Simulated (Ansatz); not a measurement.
C3H10AlAs (SMILES CC([AsH2])[CH2][AlH2])

```json
{"atom": "C", "x (Å)": "-1.3826", "y (Å)": "0.2798", "z (Å)": "1.5061"}
{"atom": "C", "x (Å)": "-0.4784", "y (Å)": "0.4547", "z (Å)": "0.2926"}
{"atom": "As", "x (Å)": "1.3293", "y (Å)": "1.0583", "z (Å)": "0.8948"}
{"atom": "C", "x (Å)": "-0.3770", "y (Å)": "-0.7737", "z (Å)": "-0.6125"}
{"atom": "Al", "x (Å)": "1.0787", "y (Å)": "-0.4201", "z (Å)": "-1.9061"}
{"atom": "H", "x (Å)": "-1.4552", "y (Å)": "1.1953", "z (Å)": "2.1150"}
{"atom": "H", "x (Å)": "-1.0253", "y (Å)": "-0.5362", "z (Å)": "2.1553"}
{"atom": "H", "x (Å)": "-2.4002", "y (Å)": "0.0123", "z (Å)": "1.1786"}
{"atom": "H", "x (Å)": "-0.8397", "y (Å)": "1.3176", "z (Å)": "-0.2963"}
{"atom": "H", "x (Å)": "1.9809", "y (Å)": "0.9432", "z (Å)": "-0.5136"}
{"atom": "H", "x (Å)": "1.8070", "y (Å)": "-0.3411", "z (Å)": "1.2811"}
{"atom": "H", "x (Å)": "-1.3583", "y (Å)": "-0.9850", "z (Å)": "-1.0772"}
{"atom": "H", "x (Å)": "-0.1238", "y (Å)": "-1.6608", "z (Å)": "-0.0032"}
{"atom": "H", "x (Å)": "2.3126", "y (Å)": "-1.4141", "z (Å)": "-2.0837"}
{"atom": "H", "x (Å)": "0.9102", "y (Å)": "0.8189", "z (Å)": "-2.9015"}
```

Level of theory: Ansatz 0.2.0, RKS PBE0-D4/def2-SVP.

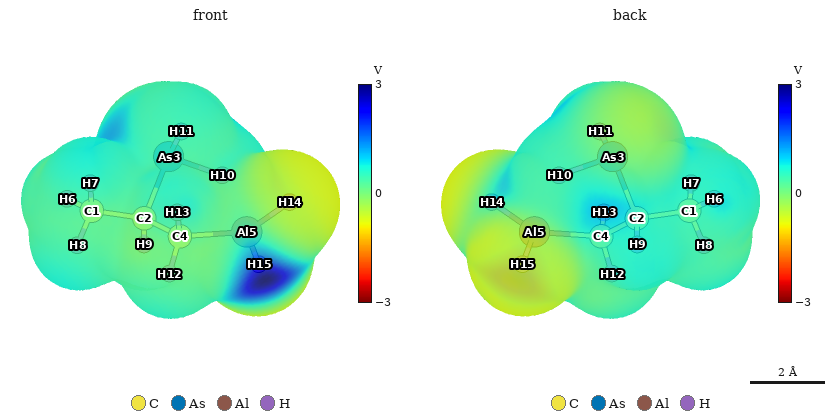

Figure 1. The molecular electrostatic potential painted on the density surface at 0.002 e/bohr³, seen from the front and from behind; red is negative and blue positive.

Where is the surface potential most negative and most positive?

The most negative region (about −0.8 V) lies over H14 and H15, the most positive (about +2.8 V) over Al5.

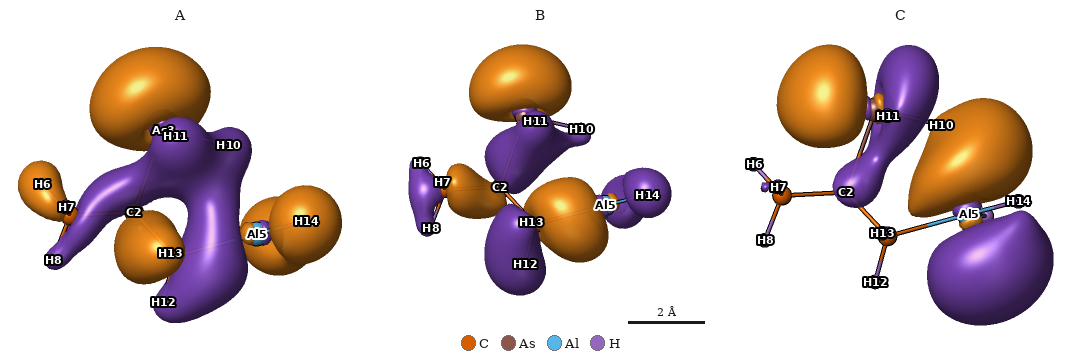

Figure 2. Three frontier orbitals at ±0.08 Å⁻³ᐟ² (orange and purple are the two phases), in no order.

Which picture is the HOMO−1, the HOMO and the LUMO?

A is the HOMO−1 (−7.85 eV). It lies mainly on As3 (about 35 %), C4 (about 20 %), Al5 (about 10 %) and C2 (about 10 %). B is the HOMO (−7.23 eV). Its weight (Hirshfeld) is mainly on As3 (about 30 %), C4 (about 25 %), Al5 (about 15 %) and C2 (about 10 %). C is the LUMO (−1.17 eV). Its weight (Hirshfeld) is mainly on Al5 (about 45 %), As3 (about 30 %) and H10 (about 10 %).

What is the HOMO–LUMO gap?

6.06 eV between the orbital energies.

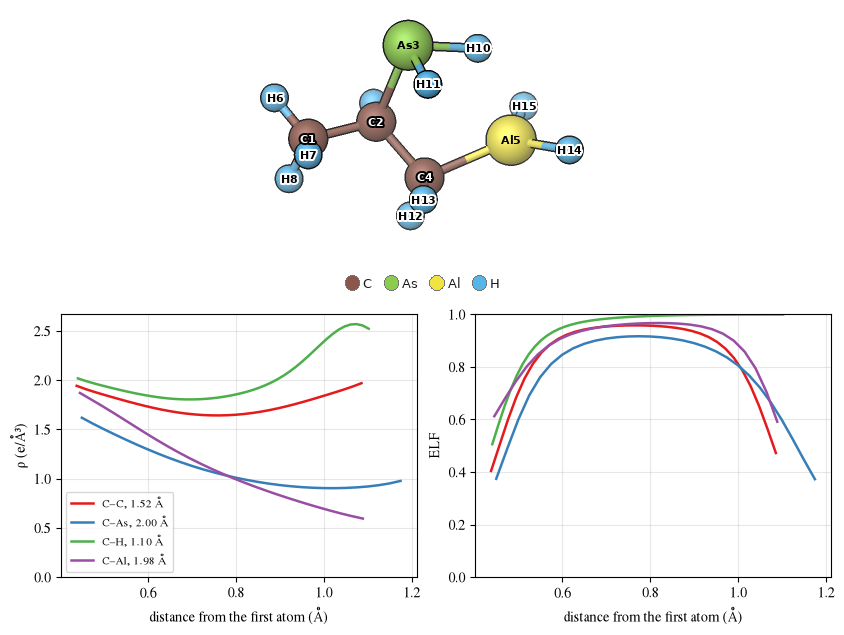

Figure 3. Total electron density and electron localisation function along straight lines between neighbouring atoms. The curves leave out the atomic cores. The structure is drawn too.

What kind of bonding do the profiles show?

C–C (1.52 Å): ρ at the midpoint is about 1.6 e/Å³; the ELF peaks at about 0.95 between the atoms (a shared electron pair).
C–As (2.00 Å): the density is about 0.9 e/Å³ at the midpoint; the ELF peaks at about 0.90 between the atoms, as expected for a shared electron pair.
C–H (1.10 Å): ρ at the midpoint is about 1.9 e/Å³; the ELF climbs to about 1 towards the hydrogen, as it does in any bond to H: an ordinary covalent bond to hydrogen.
C–Al (1.98 Å): ρ is about 0.71 e/Å³ halfway; the ELF peaks at about 0.95 between the atoms (a polar covalent bond).
